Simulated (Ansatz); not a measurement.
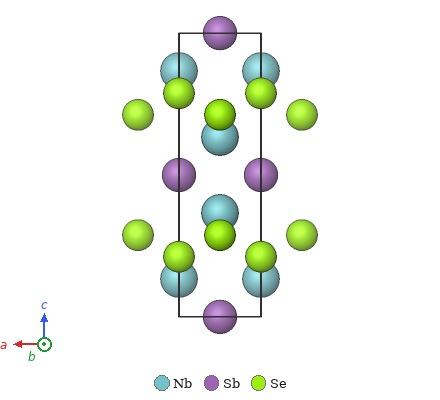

The structure, seen along [010]; the drawing may span several cells.

Structure (in its standard cell), the end point of a relaxation with Ansatz 0.2.0, DFT PBE, scalar-relativistic, plane waves, PAW; the starting structure was generated, so it need not be a known form of this composition:

```xyz
12
Lattice="3.6712 0.0000 0.0000 0.0000 5.6488 0.0000 0.0000 0.0000 12.7077" Properties=species:S:1:pos:R:3 pbc="T T T"
Nb    1.8356    0.0000    8.0521
Nb    0.0000    2.8244   11.0094
Sb    1.8356    4.2612    0.0000
Sb    1.8356    1.3876    0.0000
Se    1.8356    2.8244    9.0481
Se    0.0000    0.0000   10.0135
Nb    0.0000    2.8244    1.6983
Nb    1.8356    0.0000    4.6556
Sb    0.0000    1.4368    6.3538
Sb    0.0000    4.2120    6.3538
Se    0.0000    0.0000    2.6942
Se    1.8356    2.8244    3.6596
```

What does the kinematic electron diffraction pattern along [010] look like at 200 kV (B = 0.5 Å²)?

The spots form a centred rectangular net whose two shortest vectors correspond to d = 6.35 Å and 3.53 Å, 73.9° apart. They are 0 0 2 and 1 0 1 (weak). The pattern has symmetry 2mm. The lattice centring (I) removes all reflections that break h + k + l = 2n.

Strongest reflections with d > 1.28 Å, one of each family (|F|² from tabulated Gaussian fits of the electron scattering factors, times a small damping for the curvature of the Ewald sphere):

```json
{"hkl": "1 0 3", "d (Å)": "2.774", "I (strongest = 100)": "100"}
{"hkl": "2 0 0", "d (Å)": "1.836", "I (strongest = 100)": "65"}
{"hkl": "0 0 6", "d (Å)": "2.118", "I (strongest = 100)": "19"}
{"hkl": "0 0 8", "d (Å)": "1.588", "I (strongest = 100)": "17"}
{"hkl": "0 0 4", "d (Å)": "3.177", "I (strongest = 100)": "8"}
{"hkl": "1 0 5", "d (Å)": "2.090", "I (strongest = 100)": "8"}
```

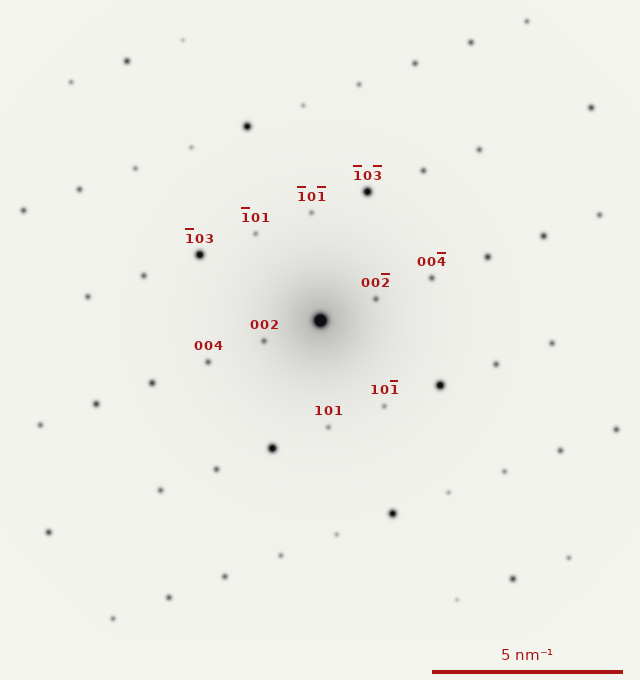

Calculated pattern, seen from the source side with [010] pointing towards the source.
